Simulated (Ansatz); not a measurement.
# Calculations on SiNH5O3

### Relaxation

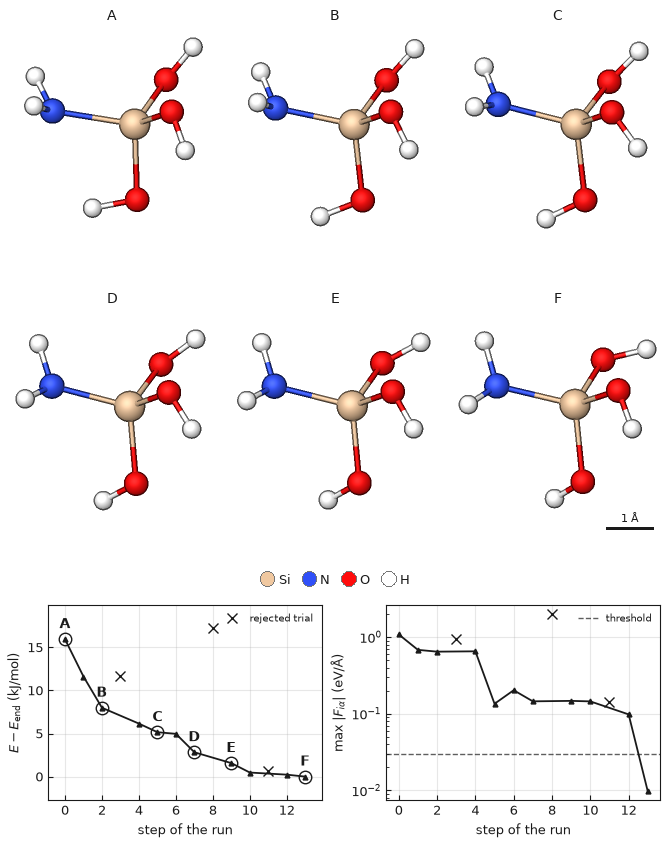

Frames of a relaxation of SiNH5O3, marked on the history of the run. Style: ball-and-stick. Shown at a tilt.

The run prepares an end point of a later path (reaction) calculation, from a guessed geometry.

Method: RKS PBE-D4/def2-SVP (Ansatz 0.2.0). (no spin polarisation; force threshold 0.03 eV/Å; at most 50 steps)

**Describe the path.**

The atom that moves furthest after the best rigid fit is an H atom (0.56 Å). By element the largest moves are H 0.56 Å, O 0.28 Å, N 0.18 Å, Si 0.15 Å. Near-neighbour distances that change, for instance: N–Si 1.787 → 1.722 Å, H–N 1.028 → 1.022 Å, O–Si 1.672 → 1.677 Å. Among the angles between lasting bonds that change: Si–O–H 99.9° → 112.9°, O–Si–O 110.8° → 102.8°, N–Si–O 101.4° → 109.1°. Groups turn about O–Si by about 40°, O–Si by about 40°, N–Si by about 40°. After 10 accepted moves (13 points after the start) the energy has fallen by 16.0 kJ/mol. Largest force component: 1.1 eV/Å at the start, 0.0097 eV/Å at the end. The line search rejected the trial steps at points 3, 8, 11 of the run. From step 0 to 2: an H atom moves most (0.22 Å), energy −7.96 kJ/mol. From step 2 to 5: an H atom moves most (0.17 Å), energy −2.84 kJ/mol. From step 5 to 7: an H atom moves most (0.23 Å), energy −2.33 kJ/mol. From step 7 to 9: an H atom moves most (0.10 Å), energy −1.26 kJ/mol. From step 9 to 13: an H atom moves most (0.20 Å), energy −1.57 kJ/mol.

```csv
step,"E − E(0), kJ/mol","largest force component, eV/Å",note
0,0.00,1.0829,
1,-4.33,0.6814,
2,-7.96,0.6454,
3,-4.32,0.9513,rejected
4,-9.80,0.6519,
5,-10.80,0.1349,
6,-10.98,0.2027,
7,-13.12,0.1451,
8,1.25,2.0214,rejected
9,-14.38,0.1472,
10,-15.48,0.1450,
11,-15.33,0.1430,rejected
12,-15.72,0.0981,
13,-15.95,0.0097,
```

### Relaxation

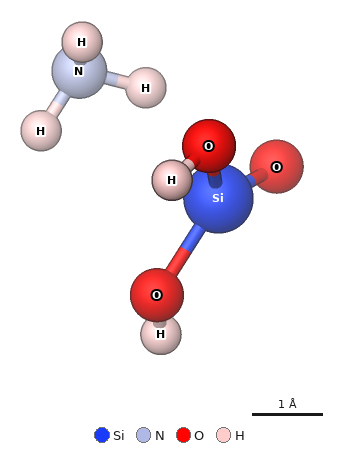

This is the input geometry for a relaxation of SiNH5O3. Style: ball-and-stick. Shown from a free direction.

The run prepares an end point of a later path (reaction) calculation, from a guessed geometry.

Level of theory: RKS PBE-D4/def2-SVP in Ansatz 0.2.0.

The input:
```yaml
crystal:
  periodic: [false, false, false]
  atoms:
    - { symbol: Si, position_ang: [-1.050806, -0.306339, -0.063573] }
    - { symbol: "N", position_ang: [1.982719, 0.012841, -0.656248] }
    - { symbol: O, position_ang: [-0.973993, -0.746243, -1.545492] }
    - { symbol: H, position_ang: [1.239194, -0.287178, -1.299735] }
    - { symbol: O, position_ang: [-1.428379, 1.199681, 0.529836] }
    - { symbol: O, position_ang: [-0.861403, -1.259513, 1.270722] }
    - { symbol: H, position_ang: [1.969909, -0.623011, 0.151724] }
    - { symbol: H, position_ang: [1.761247, 0.957611, -0.320389] }
    - { symbol: H, position_ang: [-1.625554, 1.841636, -0.178882] }
    - { symbol: H, position_ang: [-1.012734, -0.789486, 2.112037] }
basis:
  gaussian: { orbitals: def2-SVP }
hamiltonian:
  xc: pbe
  dispersion: d4
relax:
  f_tol: 0.03
  max_steps: 50
```

Command:
```bash
ansatz run input.yaml --threads 2 --pin off --max-ram 3072MiB --backend cpu --events-out ev --progress --plain --runs-dir out
```

What does the optimiser find from here?

The energy falls by 25.0 kcal/mol in 24 accepted moves (31 points after the start). The largest force component goes from 0.36 to 0.012 eV/Å. The line search rejected the trial steps at points 11, 15, 16, 20, 23, 27, 30 of the run. H10 moves most after the best rigid fit: 1.02 Å. Largest moves by element: H 1.02 Å, N 0.78 Å, O 0.67 Å, Si 0.39 Å. Some distances before and after: Si1–N2 3.107 → 1.991 Å, Si1–O6 1.651 → 1.687 Å, Si1–O5 1.662 → 1.687 Å, Si1–O3 1.548 → 1.556 Å. New bonds form, among them: Si1–N2 (3.11 → 1.99 Å). Bond angles that change, for instance: O3–Si1–O5 127.6° → 123.5°, Si1–O6–H10 113.6° → 110.2°, O3–Si1–O6 127.2° → 123.8°. Groups turn about Si1–O6 by about 145°, Si1–O5 by about 25°.

History of the run:

```json
{"step": "0", "E − E(0), kcal/mol": "0.00", "largest force component, eV/Å": "0.3592", "note": ""}
{"step": "1", "E − E(0), kcal/mol": "-1.96", "largest force component, eV/Å": "0.5633", "note": ""}
{"step": "2", "E − E(0), kcal/mol": "-3.72", "largest force component, eV/Å": "0.8897", "note": ""}
{"step": "3", "E − E(0), kcal/mol": "-4.08", "largest force component, eV/Å": "1.2092", "note": ""}
{"step": "4", "E − E(0), kcal/mol": "-5.63", "largest force component, eV/Å": "1.0882", "note": ""}
{"step": "5", "E − E(0), kcal/mol": "-13.16", "largest force component, eV/Å": "2.1156", "note": ""}
{"step": "6", "E − E(0), kcal/mol": "-16.80", "largest force component, eV/Å": "3.0212", "note": ""}
{"step": "7", "E − E(0), kcal/mol": "-22.44", "largest force component, eV/Å": "0.4860", "note": ""}
{"step": "8", "E − E(0), kcal/mol": "-22.77", "largest force component, eV/Å": "1.0101", "note": ""}
{"step": "9", "E − E(0), kcal/mol": "-23.63", "largest force component, eV/Å": "0.2847", "note": ""}
{"step": "10", "E − E(0), kcal/mol": "-23.67", "largest force component, eV/Å": "0.4469", "note": ""}
{"step": "11", "E − E(0), kcal/mol": "-21.94", "largest force component, eV/Å": "2.0801", "note": "rejected"}
{"step": "12", "E − E(0), kcal/mol": "-23.85", "largest force component, eV/Å": "0.3482", "note": ""}
{"step": "13", "E − E(0), kcal/mol": "-23.93", "largest force component, eV/Å": "0.0965", "note": ""}
{"step": "14", "E − E(0), kcal/mol": "-24.15", "largest force component, eV/Å": "0.1236", "note": ""}
{"step": "16", "E − E(0), kcal/mol": "-24.07", "largest force component, eV/Å": "0.3134", "note": "rejected"}
{"step": "17", "E − E(0), kcal/mol": "-24.24", "largest force component, eV/Å": "0.1598", "note": ""}
{"step": "18", "E − E(0), kcal/mol": "-24.42", "largest force component, eV/Å": "0.1565", "note": ""}
{"step": "19", "E − E(0), kcal/mol": "-24.66", "largest force component, eV/Å": "0.1256", "note": ""}
{"step": "20", "E − E(0), kcal/mol": "-24.49", "largest force component, eV/Å": "0.9311", "note": "rejected"}
{"step": "21", "E − E(0), kcal/mol": "-24.76", "largest force component, eV/Å": "0.0955", "note": ""}
{"step": "22", "E − E(0), kcal/mol": "-24.87", "largest force component, eV/Å": "0.1322", "note": ""}
{"step": "23", "E − E(0), kcal/mol": "-24.76", "largest force component, eV/Å": "0.2359", "note": "rejected"}
{"step": "24", "E − E(0), kcal/mol": "-24.92", "largest force component, eV/Å": "0.1431", "note": ""}
{"step": "25", "E − E(0), kcal/mol": "-24.97", "largest force component, eV/Å": "0.0502", "note": ""}
{"step": "27", "E − E(0), kcal/mol": "-25.00", "largest force component, eV/Å": "0.2787", "note": "rejected"}
{"step": "28", "E − E(0), kcal/mol": "-25.03", "largest force component, eV/Å": "0.0327", "note": ""}
{"step": "29", "E − E(0), kcal/mol": "-25.03", "largest force component, eV/Å": "0.0346", "note": ""}
{"step": "30", "E − E(0), kcal/mol": "-25.02", "largest force component, eV/Å": "0.1691", "note": "rejected"}
{"step": "31", "E − E(0), kcal/mol": "-25.04", "largest force component, eV/Å": "0.0119", "note": ""}
```

The structure at the end:

```xyz
10

Si   -0.7005   -0.1418   -0.0364
N     1.2555    0.0196   -0.3737
O    -1.3386   -0.8775   -1.2504
H     1.4475   -0.3918   -1.2978
O    -0.8999    1.5061    0.2619
O    -0.4716   -0.8505    1.4770
H     1.7847   -0.4936    0.3456
H     1.5456    1.0077   -0.3715
H    -1.5942    1.8660   -0.3181
H    -1.0284   -1.6442    1.5635
```

After the run, drawn alike:

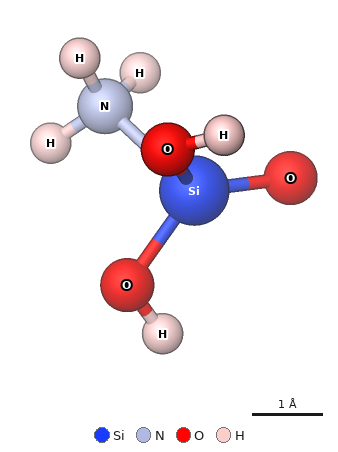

Limits of the set-up: the start holds two separate molecules, 2.3 Å apart at their closest, whose relative position is a soft coordinate.

### Path

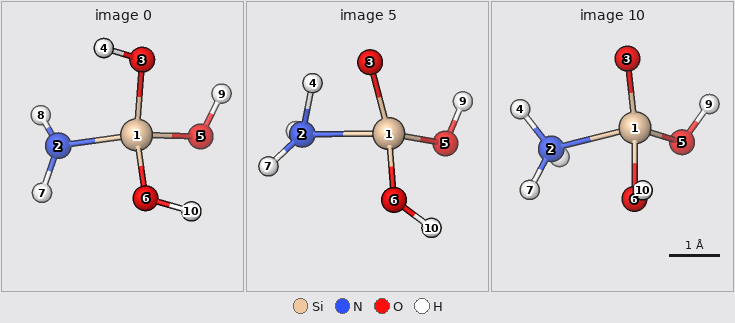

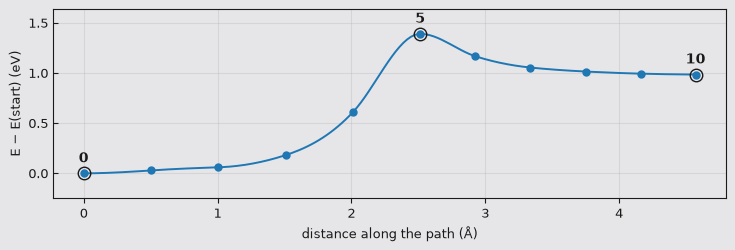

A nudged-elastic-band calculation for SiNH$_{5}$O$_{3}$. Images are numbered from 0 (start) to 10 (end). The picture is a ball-and-stick view, seen from a free direction.

The calculation used Ansatz, RKS PBE-D4/def2-SVP. Set-up: 9 movable images; climbing image; force threshold 0.05 eV/Å; iteration limit 60; starting path through a guess of the saddle point.

Q: Describe the mechanism and the energy profile.

A: The energy climbs by 1.39 eV to image 5 and then falls by 0.41 eV, so the end point sits at +0.99 eV. A hydrogen atom shifts from one atom to another. Breaking: O3–H4 (0.97 → 1.42 at the top → 2.83 Å). Forming: N2–H4 (2.86 → 1.22 at the top → 1.03 Å). The band converged in 13 iterations. The largest component of the band force went from 32 to 0.028 eV/Å. The climbing image converged on the top of the path. Its vibrational analysis gives one imaginary mode (1100i cm⁻¹), as a transition state must have.

Cost: 99 s on 2 threads of Intel(R) Xeon(R) 6985P-C CPU @ 2.30GHz (Granite Rapids) (shared host), peak memory 0.16 GiB.
